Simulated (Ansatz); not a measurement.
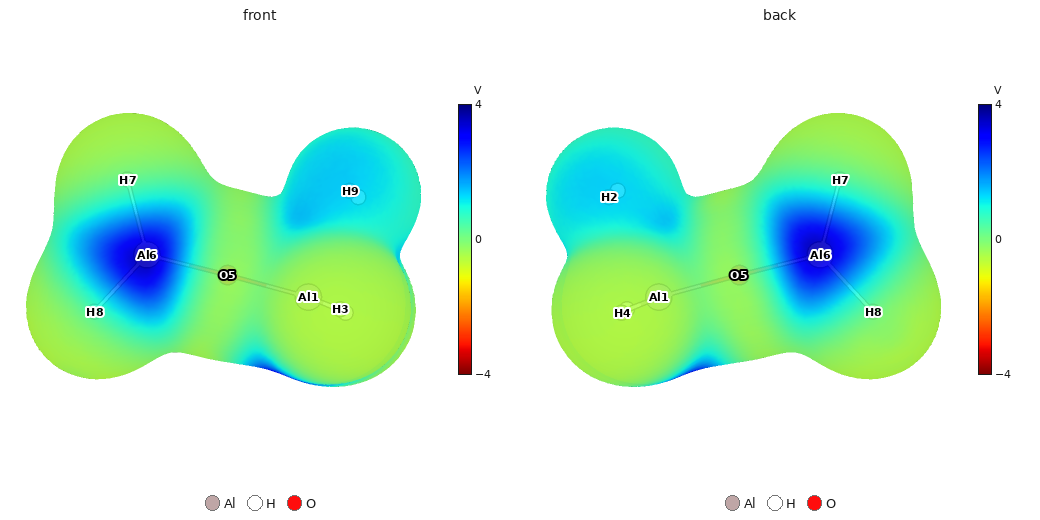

Al2H4O···H2. The molecular electrostatic potential painted on the density surface at 0.002 e/bohr³, seen from the front and from behind; the colour scale runs from red (negative) to blue (positive).

These are results of RKS PBE0-D4/def2-SVP (Ansatz 0.2.0), not measurements.

```xyz
9

Al   -0.1571   -0.3175   -0.2197
H     0.2073   -0.0341    2.0533
H     1.2798    0.1339   -0.7174
H    -1.3032    0.7151    0.1532
O    -0.5424   -1.9784   -0.2705
Al   -0.9293   -3.6290   -0.3554
H    -0.5670   -4.5545    0.8817
H    -1.6361   -4.1810   -1.6636
H     0.8768   -0.3642    1.8790
```

Where is the surface potential most negative and most positive?

The most negative region (about −0.5 V, or −12 kcal/mol for a unit charge) lies over H3, H4 and H8, the most positive (about +3.4 V, or +78 kcal/mol for a unit charge) over Al6.
